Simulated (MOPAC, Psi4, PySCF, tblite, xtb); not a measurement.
Interaction energy of N2 ··· H3ClSi (SMILES N#N and [SiH3]Cl), singlet. Monomers: optimised at B3LYP-D3(BJ) (def2-TZVP), held rigid. Orientation: a higher rigid-body minimum at GFN2-xTB. Only R, the distance of the centres of mass, is varied, so the lowest point isn't the relaxed dimer.

Geometry at R = 3.37 Å (first 2 atoms: monomer A):
```
7

N      0.5455     0.0000     0.0000
N     -0.5455     0.0000     0.0000
Si     1.7551     0.3240    -3.0769
Cl    -0.2191     0.8573    -3.3731
H      2.4193     0.2394    -4.3921
H      1.7891    -0.9855    -2.3971
H      2.3980     1.3559    -2.2402
```

- GFN1-xTB (xtb)
- GFN2-xTB (tblite)
- PM7, restricted, heats of formation (MOPAC)
- PBE-D3(BJ)/def2-TZVP, counterpoise-corrected (Psi4)
- RHF/6-31G* = restricted Hartree-Fock/6-31G*, spherical d, no counterpoise correction (PySCF)

Interaction energies in kJ/mol (negative: bound); R is the distance of the centres of mass, d the N1···H6 distance.

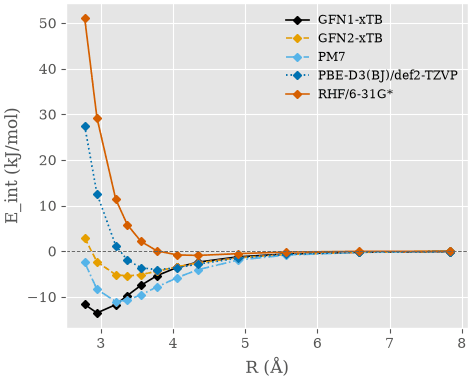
Interaction energy against separation.

```tsv
R / Å	d / Å	GFN1-xTB	GFN2-xTB	PM7	PBE-D3(BJ)/def2-TZVP	RHF/6-31G*
2.78	2.41	-11.69	2.89	-2.49	27.38	51.06
2.95	2.54	-13.54	-2.35	-8.39	12.58	29.18
3.21	2.74	-11.72	-5.16	-11.04	1.20	11.37
3.37	2.87	-9.74	-5.45	-10.73	-1.94	5.81
3.56	3.03	-7.48	-5.14	-9.57	-3.62	2.11
3.78	3.22	-5.39	-4.41	-7.87	-4.07	0.07
4.06	3.47	-3.57	-3.43	-5.82	-3.64	-0.83
4.35	3.73	-2.41	-2.58	-4.06	-2.85	-0.93
4.90	4.23	-1.26	-1.46	-1.97	-1.55	-0.56
5.57	4.86	-0.62	-0.72	-0.87	-0.70	-0.20
6.58	5.82	-0.24	-0.26	-0.27	-0.24	-0.05
7.84	7.05	-0.08	-0.08	-0.08	-0.09	-0.03
```

Lowest grid point: GFN1-xTB -13.54 kJ/mol at R = 2.95 Å; GFN2-xTB -5.45 kJ/mol at R = 3.37 Å; PM7 -11.04 kJ/mol at R = 3.21 Å; PBE-D3(BJ)/def2-TZVP -4.07 kJ/mol at R = 3.78 Å; RHF/6-31G* -0.93 kJ/mol at R = 4.35 Å.
